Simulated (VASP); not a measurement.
Band structure of Pb (fcc). Method: r2SCAN meta-GGA with spin-orbit coupling, VASP's PBE PAW potentials (set 64) (plane waves; VASP).

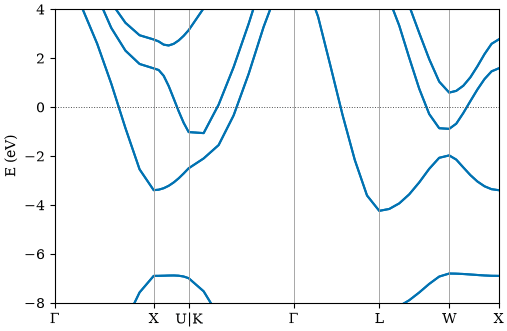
Figure: Bands along high-symmetry lines, zero at the valence-band maximum or, without a gap, the Fermi level

### Question
Read the plot: is there a gap, and where are the band edges?

### Answer
It has no gap at this level: it comes out as a metal or semimetal.

The compound is Pb in the fcc structure. It was relaxed first.
